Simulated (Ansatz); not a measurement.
## Single-point calculation, with input and output: CH5In

System: CH5In, multiplicity 5.
Method: UHF, rpa/def2-mTZVP (Ansatz 0.2.0).

Some settings of this run were made unusual or wrong on purpose. The geometry comes from this level: PBE0-D4/def2-TZVP.

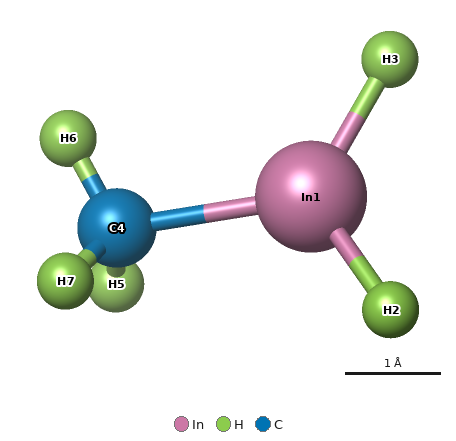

Figure 1. The structure (ball-and-stick view, seen at a tilt; atoms are numbered from 1 in the order of the input). Sticks mark near contacts.

### Input file
```yaml
crystal:
  periodic: [false, false, false]
  atoms:
    - {symbol: In, position_ang: [0.567708, 0.993024, 0.002709]}
    - {symbol: H, position_ang: [2.298409, 1.002995, 0.026891]}
    - {symbol: H, position_ang: [-0.286236, 2.497332, -0.049981]}
    - {symbol: C, position_ang: [-0.505250, -0.873712, 0.016030]}
    - {symbol: H, position_ang: [-0.588431, -1.243877, -1.009529]}
    - {symbol: H, position_ang: [-1.512587, -0.749698, 0.413971]}
    - {symbol: H, position_ang: [0.026377, -1.626064, 0.599909]}
basis:
  gaussian: {orbitals: def2-mTZVP}
magnetization: {spin_polarized: true, initial_magnetization: 4}
hamiltonian: {xc: {name: HF}}
correlation: {method: rpa, electrons: all}
scf: {omitted_lower_state_checks: [starts]}
```

Run on 4 threads of Arm Neoverse V2, 23 GiB of memory available, shared host.

Launch command:
```bash
ansatz run in.yaml --threads 4 --pin off --events-out ev --progress --plain --max-ram 3916MiB
```

### What the program printed
```
Functional definition: HF
  name "HF"
  cite "Fock, Z. Phys. 61, 126 (1930) doi:10.1007/BF01340294"
  parent pbe
  exchange = exact_x
  correlation = 0
these checks for a lower state are left out or cut short: starts
793 factors; integrals over basis functions are off by at most 1.1e-3 eV
mean field evaluation 1: about -6245.3403 eV, gradient 1.6e1 eV
mean field evaluation 2: about -6245.4613 eV, gradient 1.6e1 eV
mean field evaluation 4: about -6248.2536 eV, gradient 2.8e0 eV
mean field evaluation 8: about -6248.4760 eV, gradient 2.2e-1 eV
mean field evaluation 16: about -6248.4822 eV, gradient 2.2e-6 eV
mean field -6248.48222026 eV, -229.6274862211 hartree, gradient 2.3e-6 eV, S^2 6.031882; 0 other end points of the search recorded, 0 dependent functions left out
reference -6248.48222026 eV, -229.6274862211 hartree; 18, 14 occupied and 52, 56 virtual orbitals, 793 factors
Total energy: -6258.14125801 eV, -229.9824493113 hartree
Checks for a lower state left out: starts
```

### What the run reported

| quantity | value |
| --- | --- |
| outcome | converged |
| total energy | −6258.1413 eV |
| mean-field energy | −6248.4822 eV |
| ⟨S²⟩ | 6.032 |
| SCF solution under orbital rotations | stable |
| wall time | 0.6 s (CPU time 1.9 s) |
| peak memory | 0.17 GiB |

### Diagnosis

A setting was made wrong on purpose: spin. The program still converged, but the numbers can't be taken as results for the intended system.
